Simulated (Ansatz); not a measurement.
System: CH6BrNSi (SMILES C[SiH](N)Br).

Input file:

```
crystal:
  periodic: [false, false, false]
  atoms:
    - {symbol: C, position_ang: [-0.925623, 0.999368, -0.347108]}
    - {symbol: Si, position_ang: [-0.120002, -0.618315, 0.065480]}
    - {symbol: N, position_ang: [1.384293, -0.347794, 0.823318]}
    - {symbol: Br, position_ang: [0.027901, -1.781033, -1.860115]}
    - {symbol: H, position_ang: [-0.295190, 1.581655, -1.023603]}
    - {symbol: H, position_ang: [-1.092330, 1.581365, 0.562479]}
    - {symbol: H, position_ang: [-1.884001, 0.834315, -0.842509]}
    - {symbol: H, position_ang: [-0.922046, -1.480537, 0.962264]}
    - {symbol: H, position_ang: [2.038892, 0.301948, 0.415786]}
    - {symbol: H, position_ang: [1.871208, -1.122070, 1.247008]}
basis:
  gaussian: {orbitals: def2-TZVPP}
hamiltonian: {xc: pbe0, dispersion: d4}
output: {orbitals: {seedname: orbitals}}
```

Command:

```sh
ansatz run in.yaml --threads 4 --pin off --events-out ev --progress --plain --max-ram 10444MiB
```

Geometry: PBE0-D4/def2-TZVP.

The calculation used RKS PBE0-D4/def2-TZVPP in Ansatz.

> What can the converged electron density and electron localisation function tell about the bonding?

Si–N (1.71 Å): ρ at the midpoint is about 1.2 e/Å³; the ELF peaks at about 0.90 between the atoms (a shared but strongly polarised pair).
C–Si (1.85 Å): ρ is about 1 e/Å³ halfway; the ELF peaks at about 0.95 between the atoms: localised, covalent bonding.
N–H (1.01 Å): ρ is about 2.9 e/Å³ halfway; the ELF climbs to about 1 towards the hydrogen, as it does in any bond to H: an ordinary covalent bond to hydrogen.
C–H (1.09 Å): ρ at the midpoint is about 2 e/Å³; the ELF climbs to about 1 towards the hydrogen (a covalent bond by its length).

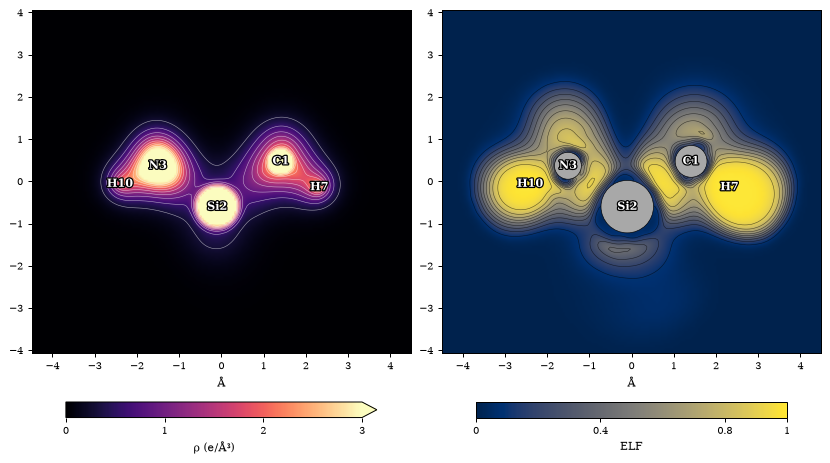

Computed electron density and electron localisation function on the plane of atoms Si2, C1 and H7, in this order. Grey discs cover the atomic cores in the ELF map. 
